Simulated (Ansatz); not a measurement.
# CH₃B+ (quartet): one geometry, many settings

What do other methods and options give for CH₃B+ (quartet) at this geometry, and how long do they take?

Method: the settings change from run to run; program: Ansatz 0.2.0, Gaussian basis.

20 further runs of the same task are left out: 7 that didn't finish, 13 set aside as unsound or not needed.

**1. The geometry**

The geometry is a PBE0/def2-TZVP stationary point (not a proven minimum) of the parent state, kept for this charge and spin.

5 atoms, charge 1, spin multiplicity 4.

Atoms are counted from 1 here; the program's logs count them from 0.

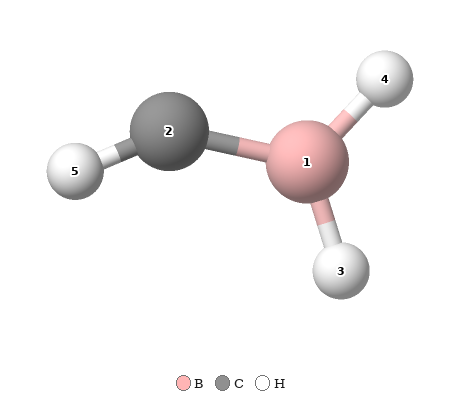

The structure; boron pink, carbon grey, hydrogen white; atoms are numbered from 1 in the order of the file.

**2. CCSD(T) on UHF/def2-SVP**

File in.yaml:

```yaml
crystal:
  periodic: [false, false, false]
  atoms:
    - {symbol: B, position_ang: [0.000000, 0.050359, 0.739783]}
    - {symbol: C, position_ang: [0.000000, -0.101482, -0.748988]}
    - {symbol: H, position_ang: [0.000000, 1.148901, 1.227395]}
    - {symbol: H, position_ang: [0.000000, -0.908685, 1.455152]}
    - {symbol: H, position_ang: [0.000000, 0.428910, -1.692336]}
basis:
  gaussian: {orbitals: def2-SVP}
total_charge: 1
magnetization: {spin_polarized: true, initial_magnetization: 3}
correlation: {method: ccsd_t, electrons: outside_noble_gas}
output: {forces: true}
```

Run with:

```sh
> ansatz run in.yaml --threads 1 --pin off --events-out ev --progress --plain --max-ram 2393MiB
```

The program printed (excerpt; [...] marks lines left out):

```text
Functional definition: HF
  name "HF"
  cite "Fock, Z. Phys. 61, 126 (1930) doi:10.1007/BF01340294"
  parent pbe
[...]
447 factors; integrals over basis functions are off by at most 1.2e-3 eV
[...]
mean field -1733.42021566 eV, -63.7020179711 hartree, gradient 2.6e-6 eV, S^2 3.784334; 6 other end points of the search recorded, 0 dependent functions left out
determinant -1733.42021566 eV, -63.7020179711 hartree, with singles and doubles -1738.28700326 eV, -63.8808691165 hartree
determinant -1732.60139582 eV, -63.6719268970 hartree, with singles and doubles -1737.56903408 eV, -63.8544842360 hartree
2 core orbitals not correlated: weight in the atoms' cores, before any rotation towards them, 1.000 or more for the frozen orbitals, at most 0.000 for the correlated occupied ones
reference -1733.42021566 eV, -63.7020179711 hartree; 6, 3 occupied and 35, 38 virtual orbitals, 447 factors
second order -3.95197271 eV of doubles, -0.00000000 eV of singles
cycle   1  -4.86678436 eV  change    3.2e-6 eV  update   1.4e-3
[...]
cycle  14  -4.86726480 eV  change   -1.6e-7 eV  update   1.6e-7
perturbative correction -0.12517081 eV, -0.0045999424 hartree
[...]
Total energy: -1738.41265127 eV, -63.8854865957 hartree
Atom 0 at     0.000000     0.050359     0.739783 Å, force     0.000000     1.998134    -4.987877 eV/Å
Atom 1 at     0.000000    -0.101482    -0.748988 Å, force     0.000000    -1.487721     0.235353 eV/Å
Atom 2 at     0.000000     1.148901     1.227395 Å, force    -0.000000     0.746196     2.458523 eV/Å
Atom 3 at     0.000000    -0.908685     1.455152 Å, force     0.000000    -1.806814     2.680498 eV/Å
Atom 4 at     0.000000     0.428910    -1.692336 Å, force    -0.000000     0.550205    -0.386498 eV/Å
Dipole moment:    -0.000000     0.032878     0.401008 e Å
```

It took 4 s on 1 thread of Arm Neoverse V1, shared host.

From the report: ⟨S²⟩ of the determinant 3.784 (pure quartet: 3.75); correlation -4.9924 eV; T1 0.023; largest double amplitude 0.03.

**3. CCSD on ROHF/cc-pVDZ**

in.yaml, as its differences from that of step 2:

```diff
@@ -9,6 +9,5 @@
 basis:
-  gaussian: {orbitals: def2-SVP}
+  gaussian: {orbitals: cc-pVDZ}
 total_charge: 1
-magnetization: {spin_polarized: true, initial_magnetization: 3}
-correlation: {method: ccsd_t, electrons: outside_noble_gas}
-output: {forces: true}
+magnetization: {spin_polarized: false, initial_magnetization: 3}
+correlation: {method: ccsd, electrons: outside_noble_gas, diis_vectors: 4}
```

Launched as before.

The program printed (excerpt; [...] marks lines left out):

```text
Functional definition: HF
  name "HF"
  cite "Fock, Z. Phys. 61, 126 (1930) doi:10.1007/BF01340294"
  parent pbe
[...]
394 factors; integrals over basis functions are off by at most 7.8e-4 eV
[...]
mean field -1734.67977308 eV, -63.7483058526 hartree, gradient 1.2e-6 eV, S^2 3.750000; 7 other end points of the search recorded, 0 dependent functions left out
[...]
determinant -1734.67977308 eV, -63.7483058526 hartree, with singles and doubles -1739.78458380 eV, -63.9359041864 hartree
determinant -1734.59310449 eV, -63.7451208404 hartree, with singles and doubles -1739.70756556 eV, -63.9330738182 hartree
determinant -1734.57930317 eV, -63.7446136513 hartree, with singles and doubles -1739.77363294 eV, -63.9355017495 hartree
determinant -1733.86576960 eV, -63.7183917763 hartree, with singles and doubles -1739.09250138 eV, -63.9104706263 hartree
determinant -1734.67977308 eV, -63.7483058526 hartree, with singles and doubles -1739.79663443 eV, -63.9363470389 hartree
determinant -1734.59310449 eV, -63.7451208404 hartree, with singles and doubles -1739.79779719 eV, -63.9363897695 hartree
determinant -1734.57930317 eV, -63.7446136513 hartree, with singles and doubles -1739.80287426 eV, -63.9365763484 hartree
2 core orbitals not correlated: weight in the atoms' cores, before any rotation towards them, 1.000 or more for the frozen orbitals, at most 0.000 for the correlated occupied ones
reference -1734.67977308 eV, -63.7483058526 hartree; 6, 3 occupied and 35, 38 virtual orbitals, 394 factors
second order -4.03341065 eV of doubles, -0.12348736 eV of singles
cycle   1  -5.11685903 eV  change    2.3e-6 eV  update   1.8e-6
Total energy: -1739.79663211 eV, -63.9363469535 hartree
```

Wall time 3.2 s (1 thread of Arm Neoverse V1, shared host).

From the report: correlation -5.1169 eV; T1 0.050; largest double amplitude 0.03.

**4. NEVPT2(5,6)/STO-3G**

in.yaml, as its differences from that of step 3:

```diff
@@ -9,5 +9,7 @@
 basis:
-  gaussian: {orbitals: cc-pVDZ}
+  gaussian: {orbitals: STO-3G}
 total_charge: 1
 magnetization: {spin_polarized: false, initial_magnetization: 3}
-correlation: {method: ccsd, electrons: outside_noble_gas, diis_vectors: 4}
+hamiltonian: {pseudopotentials: {relativity: none}}
+correlation: {method: sc_nevpt2, electrons: valence, active_space: {window: {electrons: 5, orbitals: 6}}}
+output: {forces: true}
```

Launched as before.

The program printed (excerpt; [...] marks lines left out):

```text
Functional definition: HF
  name "HF"
  cite "Fock, Z. Phys. 61, 126 (1930) doi:10.1007/BF01340294"
  parent pbe
[...]
166 factors; integrals over basis functions are off by at most 1.6e-4 eV
[...]
mean field -1713.56419257 eV, -62.9723225813 hartree, gradient 6.1e-6 eV, S^2 3.750000; 4 other end points of the search recorded, 0 dependent functions left out
reference -1713.56419257 eV, -62.9723225813 hartree; 8, 5 occupied and 5, 8 virtual orbitals, 166 factors
state -1714.32705464 eV, -63.0003572455 hartree
state -1714.32705464 eV, -63.0003572455 hartree; corrected -1715.42208387 eV, -63.0405988274 hartree
[...]
Total energy: -1715.42208387 eV, -63.0405988274 hartree
Atom 0 at     0.000000     0.050359     0.739783 Å, force     0.000000     5.478802    -3.922204 eV/Å
Atom 1 at     0.000000    -0.101482    -0.748988 Å, force    -0.000000    -3.469970     0.035306 eV/Å
Atom 2 at     0.000000     1.148901     1.227395 Å, force     0.000000    -0.506118     2.002019 eV/Å
Atom 3 at     0.000000    -0.908685     1.455152 Å, force     0.000000    -2.926119     2.649076 eV/Å
Atom 4 at     0.000000     0.428910    -1.692336 Å, force     0.000000     1.423405    -0.764197 eV/Å
Dipole moment:    -0.000000    -0.109206     0.340649 e Å
```

Run time: 0.4 s. Hardware: 1 thread of Arm Neoverse V1, shared host.

From the report: 46 determinants; active occupations 1.97, 1.01, 1.00, 0.99, 0.02, 0.02.

**5. BCCD(T) on UHF/6-31++G****

File in.yaml:

```yaml
crystal:
  periodic: [false, false, false]
  atoms:
    - {symbol: B, position_ang: [0.000000, 0.050359, 0.739783]}
    - {symbol: C, position_ang: [0.000000, -0.101482, -0.748988]}
    - {symbol: H, position_ang: [0.000000, 1.148901, 1.227395]}
    - {symbol: H, position_ang: [0.000000, -0.908685, 1.455152]}
    - {symbol: H, position_ang: [0.000000, 0.428910, -1.692336]}
basis:
  gaussian: {orbitals: "6-31++G**", point_charges: [{charge: 1.00, position_ang: [4.117, -0.554, 0.634]}]}
total_charge: 1
magnetization: {spin_polarized: true, initial_magnetization: 3}
correlation: {method: bccd_t, electrons: valence, diis_vectors: 2}
scf: {lower_state_search: light}
output: {forces: true}
```

The command is unchanged.

The program printed (excerpt; [...] marks lines left out):

```text
Functional definition: HF
  name "HF"
  cite "Fock, Z. Phys. 61, 126 (1930) doi:10.1007/BF01340294"
  parent pbe
[...]
505 factors; integrals over basis functions are off by at most 1.3e-3 eV
[...]
mean field -1731.65588905 eV, -63.6371801639 hartree, gradient 2.9e-6 eV, S^2 3.785530; 6 other end points of the search recorded, 0 dependent functions left out
determinant -1731.65588905 eV, -63.6371801639 hartree, with singles and doubles -1736.62295452 eV, -63.8197164531 hartree
determinant -1730.87749190 eV, -63.6085745965 hartree, with singles and doubles -1735.93587051 eV, -63.7944665818 hartree
2 core orbitals not correlated: weight in the atoms' cores, before any rotation towards them, 1.000 or more for the frozen orbitals, at most 0.000 for the correlated occupied ones
reference -1731.65588905 eV, -63.6371801639 hartree; 6, 3 occupied and 48, 51 virtual orbitals, 505 factors
second order -4.08412894 eV of doubles, -0.00000000 eV of singles
cycle   1  -4.94034851 eV  change   -2.9e-1 eV  update   2.1e-2
[...]
cycle  26  -4.95604295 eV  change    4.8e-8 eV  update   1.2e-7
perturbative correction -0.14037586 eV, -0.0051587176 hartree
[...]
Total energy: -1736.75230786 eV, -63.8244701008 hartree
Atom 0 at     0.000000     0.050359     0.739783 Å, force    -0.413552     1.797423    -4.725943 eV/Å
Atom 1 at     0.000000    -0.101482    -0.748988 Å, force    -0.026221    -1.230740    -0.037932 eV/Å
Atom 2 at     0.000000     1.148901     1.227395 Å, force    -0.047772     0.534438     2.379115 eV/Å
Atom 3 at     0.000000    -0.908685     1.455152 Å, force    -0.114803    -1.369000     2.438696 eV/Å
Atom 4 at     0.000000     0.428910    -1.692336 Å, force    -0.071731     0.358464    -0.062866 eV/Å
Dipole moment:    -0.101024     0.074363     0.358755 e Å
```

It took 10 s on 1 thread of Arm Neoverse V1, shared host; peak memory 0.32 GiB.

From the report: ⟨S²⟩ of the determinant 3.786 (pure quartet: 3.75); correlation -5.0964 eV; largest double amplitude 0.04.

**6. The runs in one table**

Where basis and cores are those of an earlier UCCSDT(Q)/cc-pVDZ run (-1739.9663 eV), and the state is the same kind, the miss against it is given.

```
                                           level         correlated  functions  energy (eV)  from UCCSDT(Q) (meV)   time
                         CCSD(T) on UHF/def2-SVP  outside noble gas         43   -1738.4127                          4 s
                            CCSD on ROHF/cc-pVDZ  outside noble gas         43   -1739.7966                 169.7  3.2 s
                              NEVPT2(5,6)/STO-3G            valence         13   -1715.4221                        0.4 s
BCCD(T) on UHF/6-31++G** (beside a point charge)            valence         56   -1736.7523                         10 s
```

**7. Results**

```
quantity                                                   value
    runs                                                       4
quickest                               NEVPT2(5,6)/STO-3G, 0.4 s
 slowest  BCCD(T) on UHF/6-31++G** (beside a point charge), 10 s
```

**Reading.** Total energies in different bases, with other cores or another treatment of relativity can't be set against each other. BCCD(T) on UHF/6-31++G** (beside a point charge) took 26 times as long as NEVPT2(5,6)/STO-3G; the jobs differ in more than the method.
